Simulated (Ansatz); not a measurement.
# How methods differ on B2NH2OF (SMILES OB1NB1F)

B2NH2OF: 7 atoms, total charge 0, spin state singlet. As SMILES, `OB1NB1F`. Geometry: optimised at PBE0/def2-SVP. This is one conformer, not always the lowest.

```xyz
7

O    -1.2817    0.1744    1.3139
B    -0.3832    0.1472    0.3120
N     0.6330   -0.7687   -0.0949
B     0.5859    0.3437   -0.9550
F     1.2521    0.7247   -2.0292
H    -1.8280    0.9660    1.2877
H     1.0831   -1.6553    0.1200
```

Each level gives the dissociation energy of the F5–B4 bond into doublet F and doublet B2NH2O (shapes relaxed at PBE0/def2-SVP, no zero-point term) (eV). The values are calculated.

```tsv
level	kind	program	value (eV)	CPU time (all runs)
HF/def2-SVP	Hartree–Fock	Ansatz	5.41	1.2 s
SVWN5/def2-SVP	LDA	Ansatz	8.40	1.8 s
BLYP/def2-SVP	GGA	Ansatz	7.27	3.4 s
PBE/def2-SVP	GGA	Ansatz	7.37	3.6 s
r2SCAN/def2-SVP	meta-GGA	Ansatz	7.06	7.5 s
PBE0-D4/def2-SVP	global hybrid	Ansatz	7.11	4.4 s
CAM-B3LYP/def2-SVP	range-separated hybrid	Ansatz	7.30	4.7 s
MP2/def2-SVP	perturbation theory	Ansatz	7.17	1.4 s
```

The values span 5.41 to 8.40 eV. Hartree–Fock misses the correlation of the electron pair that is broken and comes out low. Measured bond enthalpies also hold zero-point and thermal terms, a few tenths of an eV less. Times are those of the runs behind each value, whatever else they computed, on shared processors of several kinds: orders of magnitude only.

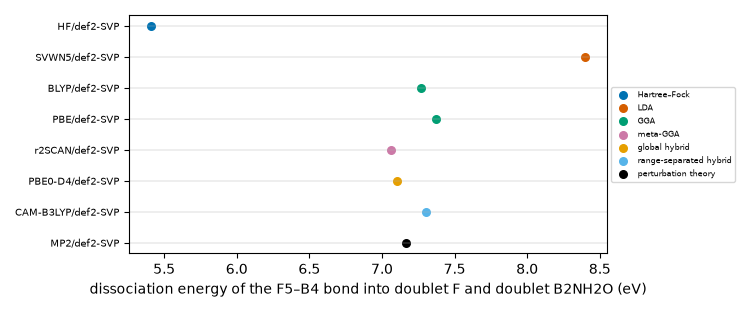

The values of the table, level by level.
